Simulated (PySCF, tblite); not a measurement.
**C3H8AlF3O: geometry, infrared bands and NMR shifts**

What infrared bands and NMR shifts should C3H8AlF3O (`C[O+]([AlH3-])CC(F)(F)F`) show?

The runs use tblite 0.8.0 and PySCF 2.14.0, with density-fitted response routines of our own; the level of theory stands in each step. All values are computed, except where a source is named. Atoms are numbered from 0 throughout.

## Step 1: Starting geometry

16 atoms, charge 0, multiplicity 1; geometry from: force field or distance geometry start.

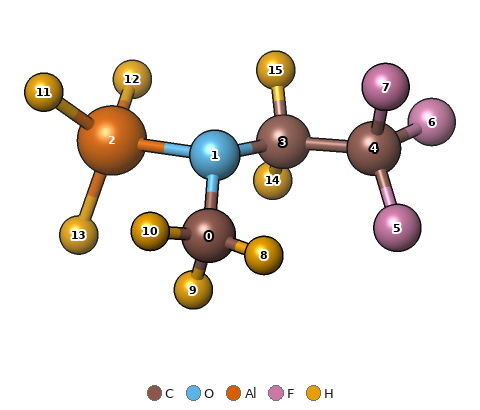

As it starts; carbon brown, oxygen blue, aluminium orange, fluorine pink, hydrogen amber, atoms numbered; sticks join atoms by distance.

## Step 2: Optimising the geometry with GFN2-xTB

What the job is given:

```
{"job": {"kind": "relax", "xc": "GFN2-xTB", "basis": "xTB"}, "charge": 0, "multiplicity": 1}
C      0.204500     1.382300     0.525400
O      0.198800     0.019700     0.526000
Al     1.960400    -0.514600     0.319400
C     -0.526900    -0.613400    -0.439900
C     -1.987500    -0.359500    -0.463700
F     -2.383500     0.927000    -0.669600
F     -2.528600    -1.225500    -1.419000
F     -2.569600    -0.748200     0.742700
H     -0.758200     1.877900     0.644400
H      0.720400     1.824100    -0.339200
H      0.815100     1.688600     1.413800
H      2.561300    -0.675200     1.778600
H      1.988100    -1.925700    -0.429500
H      2.728600     0.570900    -0.573600
H     -0.020800    -0.496600    -1.424300
H     -0.409600    -1.722900    -0.202800
```

On the command line:

```sh
> OMP_NUM_THREADS=1 python probes_run.py task.json out
```

This one command runs all jobs of the session in turn.

Log:

```text
step      E/eV     max force
  0    -811.64795    2.972
  1    -812.05545    2.205
  2    -812.22055    1.371
  3    -812.32101    0.710
  4    -812.38120    0.427
  5    -812.39940    0.325
  6    -812.41406    0.296
  7    -812.42422    0.212
  8    -812.43093    0.186
  9    -812.43604    0.197
 10    -812.44284    0.190
 11    -812.45184    0.240
 12    -812.46168    0.256
 13    -812.47049    0.240
 14    -812.47869    0.244
 15    -812.48721    0.273
 16    -812.49670    0.283
 17    -812.50783    0.337
 18    -812.52189    0.381
 19    -812.54125    0.376
 20    -812.56859    0.511
 21    -812.60019    0.503
 22    -812.62756    0.352
 23    -812.64457    0.262
 24    -812.65133    0.324
 25    -812.66021    0.301
 26    -812.66740    0.197
 27    -812.67664    0.165
 28    -812.67997    0.190
 29    -812.68483    0.164
 30    -812.68746    0.109
 31    -812.69009    0.125
 32    -812.69223    0.111
 33    -812.69423    0.108
 34    -812.69598    0.093
 35    -812.69775    0.089
 36    -812.69966    0.107
 37    -812.70184    0.116
 38    -812.70418    0.129
 39    -812.70634    0.098
 40    -812.70812    0.107
 41    -812.70978    0.109
 42    -812.71174    0.116
 43    -812.71388    0.123
 44    -812.71627    0.136
 45    -812.71915    0.177
 46    -812.72261    0.170
 47    -812.72591    0.119
 48    -812.72826    0.113
 49    -812.72995    0.109
 50    -812.73192    0.131
 51    -812.73504    0.166
 52    -812.73921    0.171
 53    -812.74322    0.161
 54    -812.74554    0.161
 55    -812.74713    0.118
 56    -812.74841    0.103
 57    -812.75054    0.076
 58    -812.75146    0.075
 59    -812.75250    0.072
 60    -812.75353    0.074
 61    -812.75489    0.088
 62    -812.75612    0.089
 63    -812.75717    0.072
 64    -812.75818    0.077
 65    -812.75921    0.061
 66    -812.76019    0.068
 67    -812.76105    0.067
 68    -812.76182    0.069
 69    -812.76263    0.074
 70    -812.76355    0.070
 71    -812.76453    0.071
 72    -812.76541    0.084
 73    -812.76616    0.087
 74    -812.76690    0.079
 75    -812.76771    0.072
 76    -812.76854    0.103
 77    -812.76931    0.124
 78    -812.77028    0.111
 79    -812.77177    0.094
 80    -812.77280    0.097
 81    -812.77435    0.081
 82    -812.77527    0.082
 83    -812.77596    0.076
 84    -812.77686    0.080
 85    -812.77781    0.067
 86    -812.77905    0.055
 87    -812.77942    0.047
 88    -812.77990    0.052
 89    -812.78018    0.043
 90    -812.78044    0.041
 91    -812.78063    0.032
 92    -812.78078    0.032
 93    -812.78092    0.031
 94    -812.78108    0.031
 95    -812.78129    0.041
 96    -812.78151    0.036
 97    -812.78167    0.024
 98    -812.78177    0.024
 99    -812.78184    0.022
100    -812.78194    0.026
101    -812.78206    0.024
102    -812.78214    0.016
103    -812.78218    0.016
104    -812.78221    0.015
105    -812.78225    0.013
106    -812.78231    0.021
107    -812.78239    0.023
108    -812.78246    0.019
109    -812.78253    0.021
110    -812.78259    0.019
111    -812.78265    0.019
112    -812.78272    0.021
113    -812.78279    0.020
114    -812.78286    0.023
115    -812.78295    0.025
116    -812.78305    0.026
117    -812.78316    0.022
118    -812.78326    0.015
119    -812.78335    0.018
120    -812.78343    0.023
121    -812.78352    0.025
122    -812.78360    0.019
123    -812.78368    0.016
124    -812.78373    0.017
125    -812.78378    0.017
126    -812.78383    0.017
127    -812.78389    0.016
128    -812.78395    0.015
129    -812.78400    0.013
130    -812.78403    0.013
131    -812.78406    0.012
132    -812.78409    0.012
133    -812.78412    0.013
134    -812.78416    0.013
135    -812.78419    0.015
136    -812.78422    0.013
137    -812.78425    0.010
```

It took 1.4 s on 1 thread of Arm Neoverse N1, shared host; peak memory 0.18 GiB.

Step by step: (not every step is listed)

| step | energy from step 0 (eV) | largest force (eV/Å) |
| --- | --- | --- |
| 0 | 0.0000 | 2.9724 |
| 1 | -0.4075 | 2.2053 |
| 2 | -0.5726 | 1.3714 |
| 3 | -0.6731 | 0.7095 |
| 4 | -0.7332 | 0.4272 |
| 5 | -0.7514 | 0.3247 |
| 6 | -0.7661 | 0.2963 |
| 7 | -0.7763 | 0.2117 |
| 8 | -0.7830 | 0.1860 |
| 20 | -0.9206 | 0.5109 |
| 32 | -1.0443 | 0.1110 |
| 44 | -1.0683 | 0.1364 |
| 56 | -1.1005 | 0.1026 |
| 68 | -1.1139 | 0.0688 |
| 80 | -1.1248 | 0.0970 |
| 92 | -1.1328 | 0.0322 |
| 104 | -1.1343 | 0.0151 |
| 116 | -1.1351 | 0.0260 |
| 128 | -1.1360 | 0.0150 |
| 132 | -1.1361 | 0.0121 |
| 133 | -1.1362 | 0.0132 |
| 134 | -1.1362 | 0.0130 |
| 135 | -1.1362 | 0.0147 |
| 136 | -1.1363 | 0.0130 |
| 137 | -1.1363 | 0.0099 |

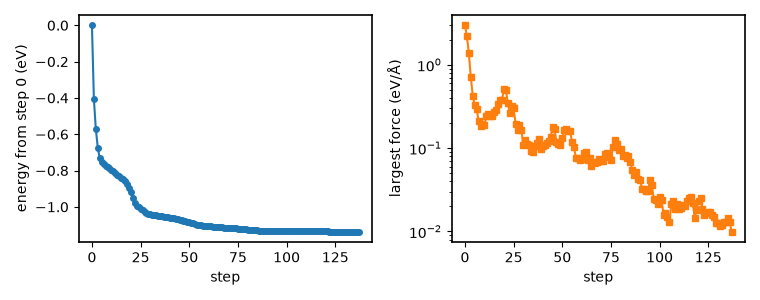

Energy and force, step by step.

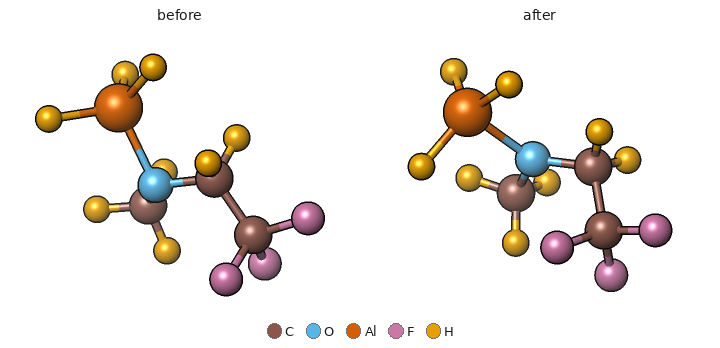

Before and after, at one scale.

Distances of close pairs at the start and the end, largest changes first:

| bond | before (Å) | after (Å) | change (Å) |
| --- | --- | --- | --- |
| C4–F7 | 1.395 | 1.329 | -0.066 |
| C4–F6 | 1.398 | 1.337 | -0.062 |
| C0–O1 | 1.363 | 1.417 | +0.054 |
| C3–C4 | 1.483 | 1.533 | +0.051 |
| O1–Al2 | 1.852 | 1.902 | +0.050 |
| C3–H15 | 1.141 | 1.095 | -0.045 |
| O1–C3 | 1.364 | 1.395 | +0.031 |
| C0–H10 | 1.121 | 1.091 | -0.030 |

The final coordinates are the input of the step that follows.

## Step 3: Infrared spectrum with GFN2-xTB

What the job is given:

```
{"job": {"kind": "ir", "xc": "GFN2-xTB", "basis": "xTB"}, "charge": 0, "multiplicity": 1}
C      0.343953     1.508018     0.246527
O      0.479080     0.142950    -0.108487
Al     1.942226    -0.752517     0.714045
C     -0.504999    -0.390035    -0.941781
C     -1.851215    -0.562977    -0.228307
F     -2.518536     0.597773    -0.107619
F     -2.648352    -1.386046    -0.916614
F     -1.709712    -1.058984     0.996517
H     -0.535865     1.681387     0.868195
H      0.304016     2.135250    -0.647404
H      1.242117     1.741011     0.820689
H      1.538207    -0.544361     2.216231
H      1.658954    -2.131959     0.000243
H      3.063718     0.190648     0.135620
H     -0.662714     0.225840    -1.836567
H     -0.148478    -1.387053    -1.222699
```

Log:

```text
mode    cm-1     km/mol
  1      28.7      3.82
  2      44.8      2.21
  3     110.1      5.02
  4     144.5      1.33
  5     170.4      0.47
  6     206.0      1.53
  7     254.3      0.52
  8     272.9      1.79
  9     313.1      3.77
 10     368.5      3.38
 11     453.9      4.69
 12     473.3      7.29
 13     473.5     18.90
 14     505.1     19.38
 15     522.0     17.87
 16     622.3     45.08
 17     770.4    228.75
 18     776.3    351.23
 19     792.0    541.25
 20     811.6    138.44
 21     912.1     20.07
 22     958.9     94.17
 23    1064.1    145.89
 24    1095.0    226.74
 25    1123.8     82.21
 26    1129.8      3.58
 27    1170.4    114.85
 28    1181.5    123.29
 29    1236.8     38.23
 30    1306.5     22.88
 31    1390.6     17.47
 32    1398.4     12.12
 33    1445.6     10.60
 34    1458.0      9.24
 35    1630.5    285.59
 36    1651.2    339.13
 37    1679.3    242.26
 38    2925.9     10.66
 39    2954.4      5.87
 40    2975.0     13.49
 41    2995.2      6.21
 42    2997.3      3.68
```

It took 0.81 s on 1 thread of Arm Neoverse N1, shared host; peak memory 0.18 GiB.

The strongest bands and the atoms that carry them (share of the mass-weighted mode):

| cm⁻¹ | km/mol | atoms |
| --- | --- | --- |
| 770 | 228.8 | H12 61 %, H11 18 %, H13 14 % |
| 776 | 351.2 | H13 46 %, H11 44 % |
| 792 | 541.2 | H12 28 %, H13 28 %, H11 23 % |
| 1064 | 145.9 | C4 28 %, H10 14 %, H14 11 %, H15 10 % |
| 1095 | 226.7 | C4 61 %, F6 16 % |
| 1630 | 285.6 | H12 96 % |
| 1651 | 339.1 | H13 94 % |
| 1679 | 242.3 | H11 94 % |

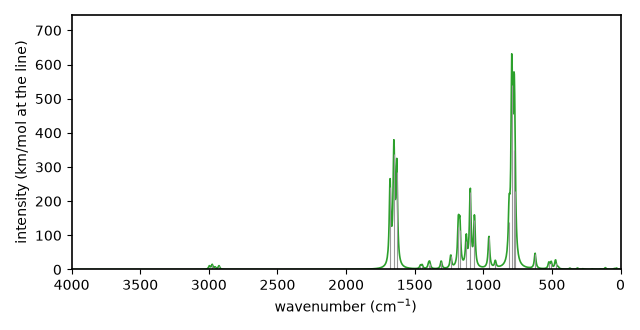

The infrared spectrum from these modes, unscaled. Lines are broadened to a width of 14 cm⁻¹ (Lorentzian).

## Step 4: Shielding tensors: PBE0/pcSseg-1

The job, as its differences from that of step 3:

```diff
@@ -1,2 +1,2 @@
-{"job": {"kind": "ir", "xc": "GFN2-xTB", "basis": "xTB"}, "charge": 0, "multiplicity": 1}
+{"job": {"kind": "nmr", "xc": "PBE0", "basis": "pcSseg-1"}, "charge": 0, "multiplicity": 1}
 C      0.343953     1.508018     0.246527
```

With the program's defaults for keys left out, this is: GIAO PBE0/pcSseg-1 NMR shielding, non-relativistic, gas phase.

Log:

```text
coarse grid: 14192 points
cycle   1  E = -735.3970739795  dE =  1.045e+00  |g| = 9.344e-01  |ddm| = 3.319e+00
cycle   2  E = -735.2497545115  dE =  1.473e-01  |g| = 1.390e+00  |ddm| = 1.134e+00
cycle   3  E = -735.5462076226  dE = -2.965e-01  |g| = 5.386e-02  |ddm| = 6.740e-01
cycle   4  E = -735.5466232172  dE = -4.156e-04  |g| = 2.767e-02  |ddm| = 5.137e-02
cycle   5  E = -735.5467369225  dE = -1.137e-04  |g| = 1.022e-02  |ddm| = 1.985e-02
cycle   6  E = -735.5467527523  dE = -1.583e-05  |g| = 2.137e-03  |ddm| = 6.594e-03
cycle   7  E = -735.5467535618  dE = -8.095e-07  |g| = 4.248e-04  |ddm| = 1.846e-03
final grid: 134512 points
cycle   8  E = -735.6220815173  dE = -4.508e-05  |g| = 1.058e-02  |ddm| = 2.432e-02
cycle   9  E = -735.6220646944  dE =  1.682e-05  |g| = 1.477e-02  |ddm| = 1.249e-02
cycle  10  E = -735.6221013781  dE = -3.668e-05  |g| = 1.076e-03  |ddm| = 7.367e-03
cycle  11  E = -735.6221016254  dE = -2.473e-07  |g| = 2.221e-04  |ddm| = 1.024e-03
cycle  12  E = -735.6221016346  dE = -9.140e-09  |g| = 9.128e-05  |ddm| = 2.008e-04
cycle  13  E = -735.6221016357  dE = -1.074e-09  |g| = 2.338e-05  |ddm| = 5.573e-05
cycle  14  E = -735.6221016358  dE = -9.140e-11  |g| = 4.199e-06  |ddm| = 1.720e-05
converged SCF energy = -735.6221016358

GIAO shielding tensors (ppm)
atom      isotropic    diamagn.    paramagn.     s11        s22        s33       span
  0 C      124.258     247.452    -123.194     92.898     99.292    180.584     87.686
  1 O      330.805     401.263     -70.458    303.763    337.220    351.431     47.668
  2 Al     395.787     795.982    -400.194    364.649    392.089    430.624     65.975
  3 C      112.115     246.666    -134.552     91.688     96.233    148.423     56.735
  4 C       54.925     244.902    -189.978     50.780     54.328     59.667      8.886
  5 F      244.665     474.756    -230.092    163.365    240.671    329.958    166.594
  6 F      258.031     469.176    -211.145    175.262    258.013    340.818    165.555
  7 F      262.326     475.421    -213.094    178.838    268.162    339.979    161.141
  8 H       27.558      30.681      -3.123     23.021     27.203     32.449      9.428
  9 H       28.229      29.885      -1.656     24.968     25.200     34.520      9.552
 10 H       27.093      30.020      -2.927     22.451     26.001     32.828     10.377
 11 H       27.278      30.614      -3.336     23.970     26.501     31.363      7.392
 12 H       27.550      30.667      -3.117     23.942     27.214     31.493      7.551
 13 H       27.290      30.319      -3.029     23.733     26.279     31.858      8.125
 14 H       27.853      29.543      -1.690     23.944     27.751     31.864      7.920
 15 H       26.631      29.481      -2.849     22.115     27.597     30.181      8.066
```

Run time: 57 s. Hardware: 1 thread of Arm Neoverse N1, shared host; peak memory 0.83 GiB.

The references, computed at this level on geometries of the same kind, shield at (ppm): ¹H TMS 31.72, ¹³C TMS 186.9, ¹⁹F CFCl3 170.9, ¹⁷O H2O 336.1, ²⁷Al AlH4- 490.0. Their shielding less the atom's gives the shift. The references are single molecules in the gas phase, so shifts against H2O, NH3, PH3, H3PO4 or CFCl3 are not on the usual liquid scales and can be off by tens of ppm. Shifts against hydride references such as AlH4− lie on their own scale. Atoms listed in one row are averaged.

| atoms | environment | σ (ppm) | δ (ppm) |
| --- | --- | --- | --- |
| C4 | CF3 carbon | 54.9 | 132.0 |
| C3 | sp3 CH2 bonded to O | 112.1 | 74.8 |
| C0 | methyl carbon bonded to O | 124.3 | 62.7 |
| H14, H15 | hydrogen on an sp3 CH2 bonded to O | 27.24 | 4.47 |
| H11, H12, H13 | hydrogen on an aluminium bonded to O | 27.37 | 4.34 |
| H8, H9, H10 | hydrogen on a methyl carbon bonded to O | 27.63 | 4.09 |
| O1 | donor oxygen of a Lewis adduct | 330.8 | 5.3 |
| Al2 | aluminium bonded to O, 3 H | 395.8 | 94.2 |
| F5, F6, F7 | fluorine of a CF3 group | 255.0 | -84.1 |

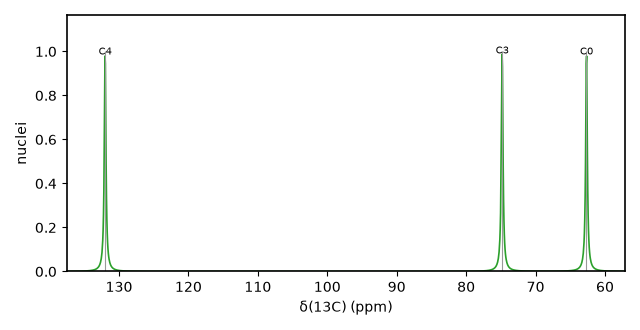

¹³C lines at the computed shifts, without couplings. Lines are broadened to a width of 0.28 ppm (Lorentzian).

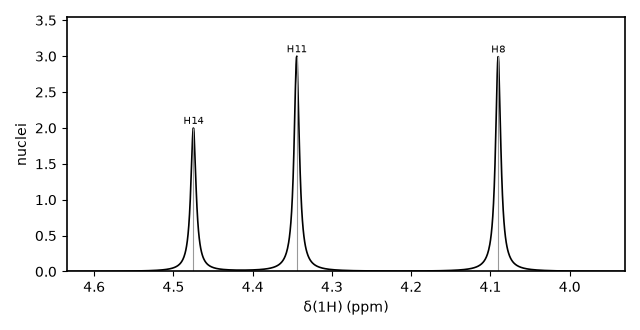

¹H lines at the computed shifts, without couplings. Lines are broadened to a width of 0.01 ppm (Lorentzian).

The run also stored atomic charges by several schemes (e):

| atoms | Mulliken | IAO | Hirshfeld | ESP fit |
| --- | --- | --- | --- | --- |
| C0 | -0.02 | -0.21 | -0.01 | -0.20 |
| O1 | -0.64 | -0.31 | -0.03 | -0.04 |
| Al2 | 0.72 | 0.49 | 0.30 | 0.78 |
| C3 | 0.05 | -0.10 | 0.01 | -0.50 |
| C4 | 0.75 | 0.80 | 0.26 | 0.72 |
| F5, F6, F7 | -0.26 | -0.27 | -0.08 | -0.21 |

Mulliken charges:

C0 -0.02; O1 -0.64; Al2 0.72; C3 0.05; C4 0.75; F5 -0.27; F6 -0.26; F7 -0.24; H8 0.15; H9 0.13; H10 0.16; H11 -0.27; H12 -0.31; H13 -0.28; H14 0.15; H15 0.18

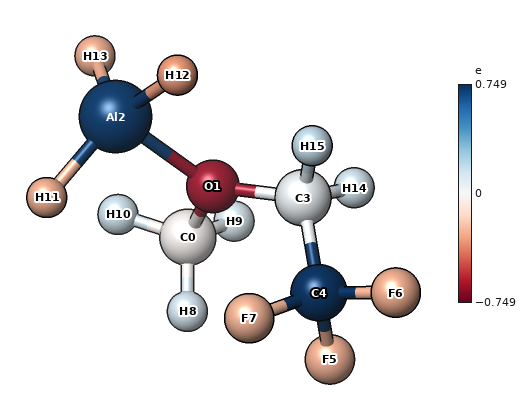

Mulliken charges, as colours on the atoms.

Mayer bond orders: C0–O1 0.81, O1–Al2 0.27, O1–C3 0.84, C3–C4 1.00, C4–F5 0.99, C4–F6 1.01, C4–F7 1.02.

Orbitals, density, ELF and potential are computed afterwards from the orbital file.

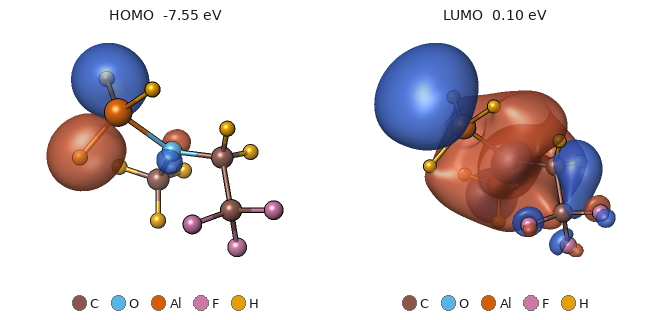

Frontier orbitals at PBE0/pcSseg-1; each surface holds 70 % of the orbital's density, blue and red mark the sign.

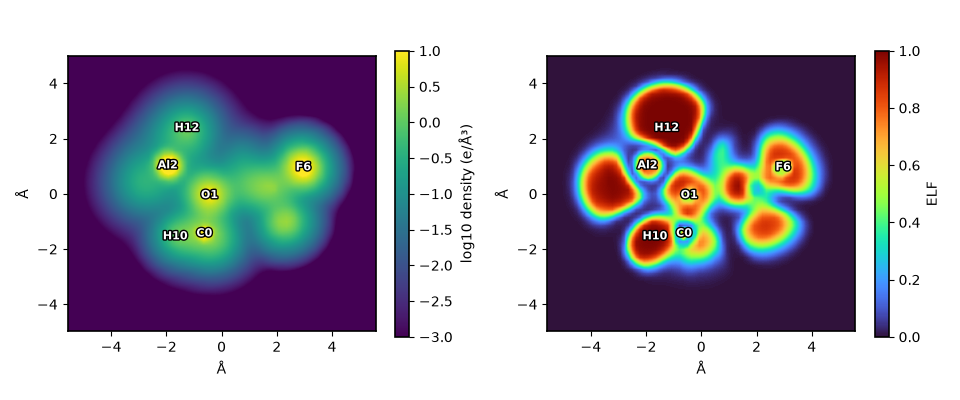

Density (left) and ELF (right) in a plane through or near 6 of the atoms.

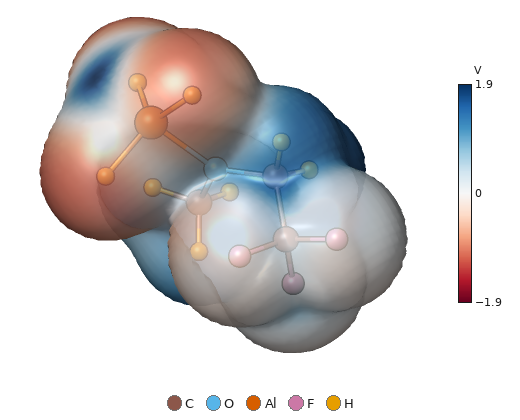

The potential that a unit positive charge feels on the 0.002 e/bohr³ surface, from the 1st to the 99th percentile, from -1.08 to 1.90 V.

## Step 5: Results

| quantity | value |
| --- | --- |
| strongest single infrared mode (GFN2-xTB) | 792 cm⁻¹, 541 km/mol |
| zero-point energy (GFN2-xTB) | 64.0 kcal/mol |
| ¹³C shifts against TMS (PBE0/pcSseg-1) | 132.0, 74.8, 62.7 ppm |
| ¹H shifts against TMS (PBE0/pcSseg-1, means over atoms taken as alike) | 4.47, 4.34, 4.09 ppm |
| ¹⁷O shifts against H2O (PBE0/pcSseg-1) | 5.3 ppm |
| ²⁷Al shifts against AlH4- (PBE0/pcSseg-1) | 94.2 ppm |
| ¹⁹F shifts against CFCl3 (PBE0/pcSseg-1, means over atoms taken as alike) | -84.1 ppm |
| surface potential, 1st and 99th percentile | -1.08 V and 1.90 V |

**Reading.** Relaxing lowered the energy by 1.136 eV in 137 steps; the close pair that moved most is C4–F7, from 1.395 to 1.329 Å. No mode is imaginary among the 42: a minimum at this level. The strongest single mode, at 792 cm⁻¹, is spread over several atoms, H12, H13, H11 among them. Unscaled tight-binding wavenumbers are off by several per cent, some by more. Its intensities can rank the bands wrongly. H14, H15 (mean) (hydrogen on an sp3 CH2 bonded to O) lies farthest downfield among hydrogen, at 4.47 ppm; its carbon carries O, which withdraws density. At PBE0/pcSseg-1: Shielding is most anisotropic at F5, F6, F7 (span 164 ppm, paramagnetic term -218 ppm).
